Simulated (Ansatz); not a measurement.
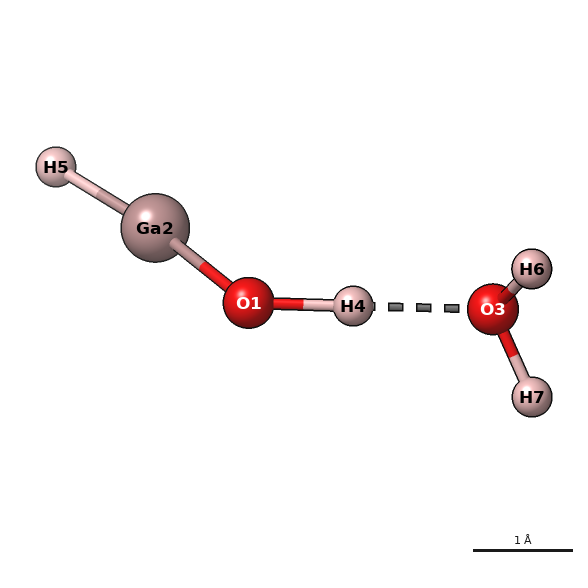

Broken lines mark hydrogen bonds. State: charge +1, singlet. The computed structure is the end point of a PBE-D4/def2-SVP optimisation. No frequency run is at hand to confirm it as a minimum.

Give donor, acceptor, H···A distance and D–H···A angle of each hydrogen bond.

```csv
D–H···A,D–H (Å),H···A (Å),angle (°),kind
O1–H4···O3,1.07,1.42,179,intermolecular
```
